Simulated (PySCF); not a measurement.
**C5H11B2F2N (SMILES NB(CB(F)F)C1CCC1): density, localisation and related maps**

```csv
atom,x (Å),y (Å),z (Å)
N,-1.0903,-1.7462,0.1792
B,-0.7726,-0.4129,0.0156
C,-1.8764,0.5738,-0.6267
B,-3.1269,0.6088,0.2985
F,-4.0366,-0.3589,0.3157
F,-3.3571,1.5461,1.2033
C,0.6467,0.1437,0.4546
C,1.4089,1.1034,-0.4911
C,2.7001,0.3176,-0.2273
C,1.8790,-0.7915,0.4426
H,-0.4585,-2.4254,0.5696
H,-1.9932,-2.1324,-0.0420
H,-2.1430,0.1698,-1.6025
H,-1.4575,1.5661,-0.7699
H,0.5533,0.6123,1.4387
H,1.4218,2.1526,-0.2026
H,1.0747,1.0268,-1.5239
H,3.2705,0.0253,-1.1074
H,3.3666,0.8251,0.4679
H,2.2382,-1.1309,1.4126
H,1.7435,-1.6560,-0.2054
```

Geometry: GFN2-xTB.

Method: PBE0/pcSseg-1, SCF density, gas phase, non-relativistic (PySCF 2.14.0).

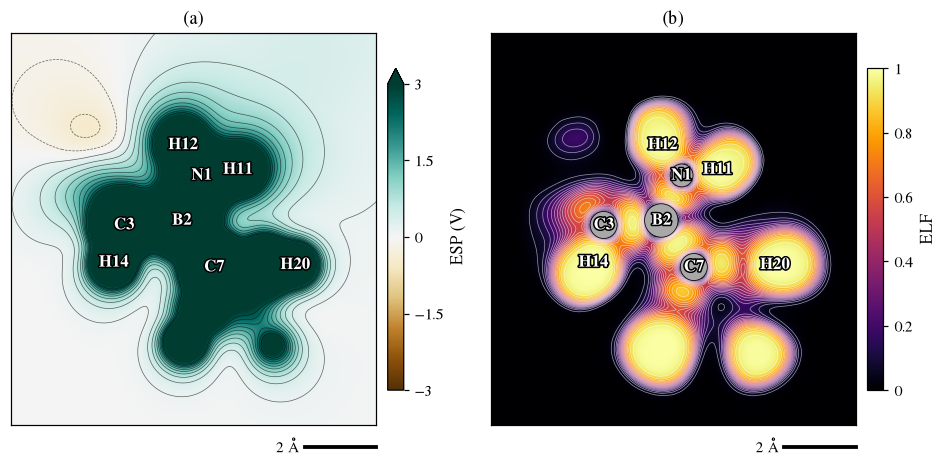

Figure 1. (a) electrostatic potential; (b) electron localisation function on the plane of atoms H11, N1 and H12. Grey discs cover the atomic cores in the ELF map.

Q: What does the map show?

A:
- The section cuts through N, B, C and H sites.
- B–N (1.38 Å): the ELF peaks at about 0.95 between the atoms; a short, strongly polar bond.
- N–H (1.01 Å): the ELF climbs to about 1 towards the hydrogen, as it does in any bond to H (a covalent bond by its length).
- C–B (1.61 Å): the ELF peaks at about 0.95 between the atoms: a shared electron pair.
- C–H (1.09 Å): the ELF climbs to about 1 towards the hydrogen (an ordinary covalent bond to hydrogen).
- Outside the dense part of the molecule the potential is most negative (−0.5 V) near F5, which lies off the plane.

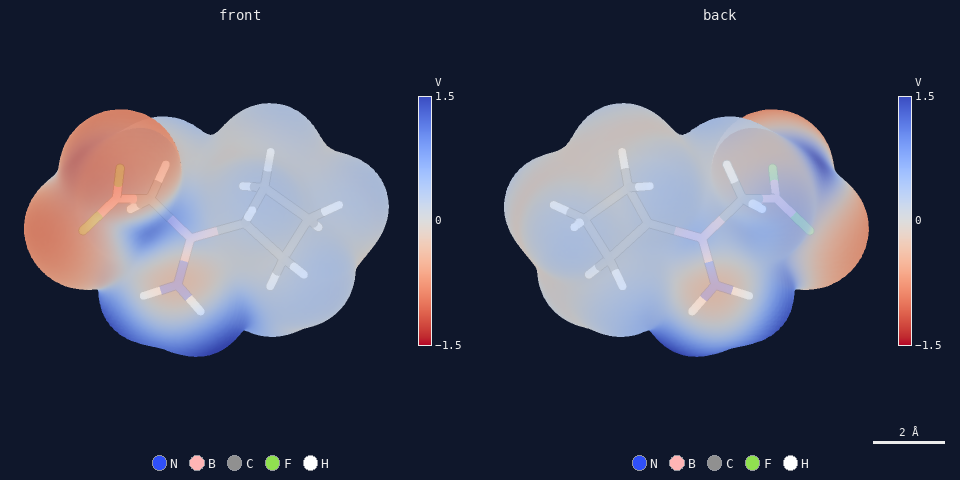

Figure 2. The electrostatic potential painted on the density surface at 0.001 e/bohr³, seen from the front and from behind; the colour scale runs from red (negative) to blue (positive).

Q: Which sites attract a positive test charge, and which a negative one?

A: A positive charge is drawn to the negative regions and a negative charge to the positive ones. The most negative region (about −0.9 V, or −21 kcal/mol for a unit charge) lies over F5 and F6, the most positive (about +1.5 V, or +35 kcal/mol for a unit charge) over H11.

Q: What dipole moment does the calculation give?

A: Its dipole moment is 2.30 D.
